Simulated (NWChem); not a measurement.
# C2H3F (SMILES C=CF) at 6 levels

Wanted: a comparison of 6 runs (HF/def2-SVP, HF/def2-TZVP, B3LYP/6-31G*, PBE/6-311G**, PBE0/6-311G**, CCSD(T)/aug-cc-pVDZ) of C2H3F. 

Program for the calculation: NWChem 7.3.0.

## (1) The system as given

The species is C2H3F (6 atoms), meant as a singlet with charge 0. As SMILES, `C=CF`. Geometry: relaxed at PBE0-D4/def2-TZVP.

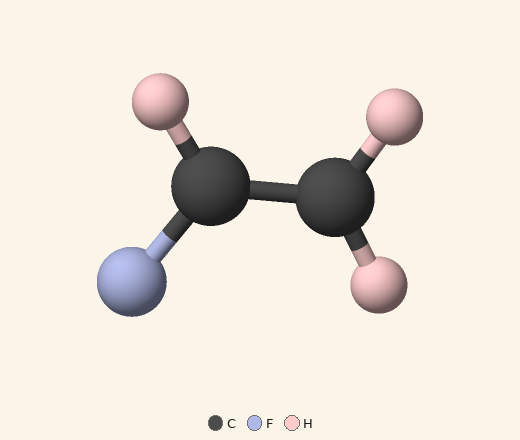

The structure, seen from a chosen angle (carbon dark grey, fluorine light blue, hydrogen pink).

## (2) Energy and gradient at HF/def2-SVP (run 1)

run.nw

```
start run
memory 2200 mb
geometry units angstrom noautosym nocenter noautoz
  C       -0.536200       0.076400      -0.442800
  C        0.490000      -0.016300       0.376600
  F        0.966200      -1.192400       0.795500
  H       -1.043900      -0.803300      -0.816600
  H       -0.880200       1.054100      -0.749700
  H        1.046100       0.817400       0.790700
end
basis spherical bse
  C library def2-SVP
  F library def2-SVP
  H library def2-SVP
end
scf
  thresh 1e-08
  maxiter 80
end
task scf gradient
```

Started as:

```console
$ nwchem run.nw > run.out
```

Standard output:

```text
[...]
  functions       =    57
[...]
  wavefunction    = RHF
[...]
         Total SCF energy =   -176.747588813796
      One-electron energy =   -377.129416175879
      Two-electron energy =    132.588524632355
 Nuclear repulsion energy =     67.793302729728
        Time for solution =      1.8s
[...]
                         RHF ENERGY GRADIENTS
    atom               coordinates                        gradient
                 x          y          z           x          y          z
   1 C      -1.013271   0.144375  -0.836771   -0.005123  -0.000269  -0.004067
   2 C       0.925966  -0.030803   0.711671   -0.001505   0.010767  -0.001587
   3 F       1.825853  -2.253309   1.503277    0.005385  -0.012762   0.004724
   4 H      -1.972685  -1.518017  -1.543150   -0.000490  -0.000403  -0.000370
   5 H      -1.663337   1.991960  -1.416728    0.000151   0.000644   0.000099
   6 H       1.976842   1.544662   1.494206    0.001583   0.002023   0.001202
[...]
```

Run time: 2.9 s. Hardware: 1 thread of Intel Xeon 6975P-C (Granite Rapids), shared host; peak memory 0.099 GiB.

## (3) Energy and gradient at HF/def2-TZVP (run 2)

c2h3f.nw

```
start c2h3f
title "C2H3F"
memory 2200 mb

geometry units angstroms noautosym nocenter noautoz
  C     -0.536200     0.076400    -0.442800
  C      0.490000    -0.016300     0.376600
  F      0.966200    -1.192400     0.795500
  H     -1.043900    -0.803300    -0.816600
  H     -0.880200     1.054100    -0.749700
  H      1.046100     0.817400     0.790700
end

basis spherical bse
  * library def2-TZVP
end

scf
  thresh 1e-08
  maxiter 80
end

task scf gradient
```

Started as:

```console
$ nwchem c2h3f.nw > c2h3f.out
```

Standard output:

```text
[...]
  functions       =   111
[...]
  wavefunction    = RHF
[...]
         Total SCF energy =   -176.961530625125
      One-electron energy =   -377.455480030912
      Two-electron energy =    132.700646676058
 Nuclear repulsion energy =     67.793302729728
        Time for solution =     17.2s
[...]
                         RHF ENERGY GRADIENTS
    atom               coordinates                        gradient
                 x          y          z           x          y          z
   1 C      -1.013271   0.144375  -0.836771   -0.007113   0.001161  -0.005699
   2 C       0.925966  -0.030803   0.711671    0.002491   0.003217   0.001848
   3 F       1.825853  -2.253309   1.503277    0.005447  -0.012366   0.004759
   4 H      -1.972685  -1.518017  -1.543150   -0.003318  -0.005695  -0.002439
   5 H      -1.663337   1.991960  -1.416728   -0.002301   0.006326  -0.002045
   6 H       1.976842   1.544662   1.494206    0.004794   0.007357   0.003575
[...]
```

Run time: 23 s. Hardware: 1 thread of Intel Xeon 6975P-C (Granite Rapids), shared host; peak memory 0.11 GiB.

Runs 3 to 5 aren't shown in full; the table further down has their settings and results.

## (4) The energy at CCSD(T)/aug-cc-pVDZ (run 6)

sp.xyz

```xyz
6

C     -0.536200     0.076400    -0.442800
C      0.490000    -0.016300     0.376600
F      0.966200    -1.192400     0.795500
H     -1.043900    -0.803300    -0.816600
H     -0.880200     1.054100    -0.749700
H      1.046100     0.817400     0.790700
```

sp.nw

```
start sp
memory total 2200 mb
charge 0

geometry noautosym nocenter noautoz
  load sp.xyz
end

basis spherical bse
  C library aug-cc-pVDZ
  F library aug-cc-pVDZ
  H library aug-cc-pVDZ
end

scf
  thresh 1e-08
  maxiter 80
end

ccsd
  freeze core 3
  maxiter 60
end

task ccsd(t)
```

Started as:

```console
$ nwchem sp.nw > sp.out
```

Standard output:

```text
[...]
  functions       =    96
[...]
  wavefunction    = RHF
[...]
         Total SCF energy =   -176.908241975489
      One-electron energy =   -377.230716282595
      Two-electron energy =    132.529171577378
 Nuclear repulsion energy =     67.793302729728
        Time for solution =     14.8s
[...]
 Total MP2 energy:           -177.386706369732877
[...]
             energy      energy      error      ampl     ampl      Block
                                                time     time      time
[...]
 Total CCSD energy:           -177.411861767262735
[...]
 Total CCSD+T(CCSD) energy:           -177.429239852350463
[...]
 Total CCSD(T) energy:                -177.428124614690347
[...]
```

It took 98 s on 1 thread of Intel Xeon 6975P-C (Granite Rapids), shared host; peak memory 0.26 GiB.

## (5) Overview of the runs

```
run                               level  iteration cap   module  energy (Eh)  dipole moment (D)  HOMO energy (eV)  LUMO energy (eV)  wall time
  1                         HF/def2-SVP             80      scf  -176.747589               1.66            -10.49              4.63      2.9 s
  2                        HF/def2-TZVP             80      scf  -176.961531               1.58            -10.49              4.11       23 s
  3  B3LYP/6-31G* (spherical functions)            100      dft  -177.816741               1.20             -7.08              0.69      8.7 s
  4                        PBE/6-311G**            100      dft  -177.671380               1.18             -6.34             -0.55       16 s
  5                       PBE0/6-311G**            100      dft  -177.678336               1.35             -7.64              0.50       15 s
  6                 CCSD(T)/aug-cc-pVDZ             80  ccsd(t)  -177.428125                  –            -10.50              1.02       98 s
```

## (6) Summary of results

| quantity | value |
| --- | --- |
| run 6: total energy | -177.42812 Eh |
| run 6: HOMO energy (Hartree–Fock orbitals) | -10.50 eV |
| run 6: LUMO energy (Hartree–Fock orbitals) | 1.02 eV |
| run 6: HOMO–LUMO gap (Hartree–Fock orbitals) | 11.52 eV |
| run 6: correlation energy (3 core orbitals frozen) | -519.9 mEh |
| run 6: (T) correction | -16.26 mEh |

In words: Over runs 1, 2, 3, 4, 5 the dipole moment (its size) runs from 1.18 D (PBE/6-311G**) to 1.66 D (HF/def2-SVP). The two ends differ in method and basis. Over runs 1, 2, 3, 4, 5 the HOMO–LUMO gap runs from 5.78 eV (PBE/6-311G**) to 15.13 eV (HF/def2-SVP). Totals of different functionals can't be ranked against each other. All runs together took 2.7 min, the longest 98 s.
